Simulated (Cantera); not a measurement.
Charge: 1 mol Si, 6.3 mol HCl, 5.2 mol Cl2, at 0.750 Torr.

These are equilibrium values from Cantera (NASA tables, ideal gas, pure condensed phases), not measurements of a reactor. Candidate condensed phases: Si; 19 gas species. The tables' values for SiCl3 are old estimates; treat these amounts as uncertain. Kinetics and transport are ignored.

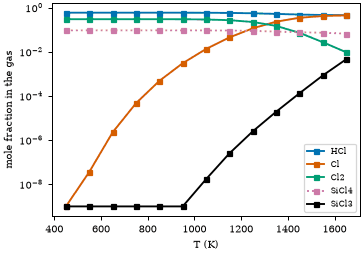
Fig. 1. Equilibrium gas composition (values under 1e-9 drawn at 1e-9)

Read off the mole fractions at 1350 K.

HCl about 0.53, Cl about 0.23, Cl2 about 0.15, SiCl4 about 0.084, SiCl3 about 1.9e-5.
